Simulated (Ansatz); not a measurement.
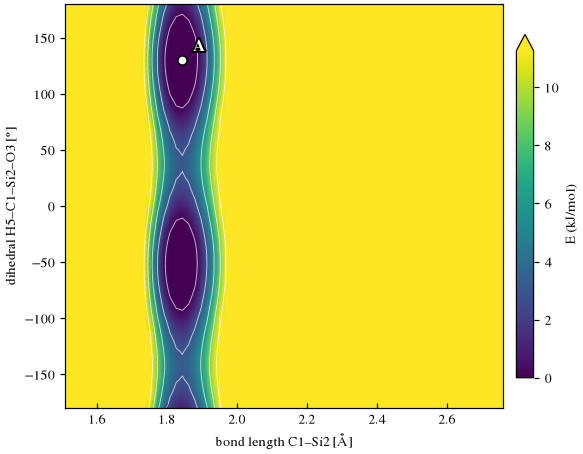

CH5O2Si, SMILES [CH2][SiH](O)O, spin multiplicity 2. The first coordinate is: bond length C1–Si2; the second: dihedral H5–C1–Si2–O3. Nothing is relaxed (all other coordinates rigid). The grid has 11 × 10 points. Points are written as (first, second). Energies: kJ/mol, counted from the lowest grid point. All numbers below come from UKS PBE0-D4/def2-SVP in Ansatz.

In the figure: a smooth colour map with a few white contour lines, one colour for all values above the top of the scale, the point A. Between grid points the surface is interpolated.

Find the lowest pass out of the well at A.

Answer. The easiest path leads from the well at about (1.85 Å, 130°) to the well at about (1.85 Å, −50°), about 0.094 kJ/mol higher (on a rigid scan; wells that are mirror images or exchange like atoms can differ by this much). Its highest point lies about 5.4 kJ/mol above the bottom of the first well on the interpolated surface, at about (1.84 Å, 40°). The start is the relaxed structure and all else is held, so a fully relaxed path at this level can only be lower.

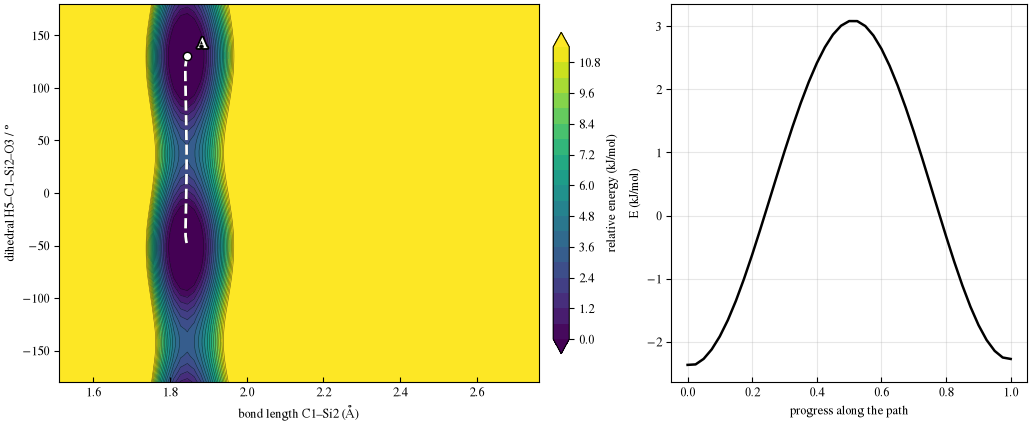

In the figure: filled contours, a line along the lowest path, one colour for all values above the top of the scale, the energy along the path at the right. Between grid points the surface is interpolated.
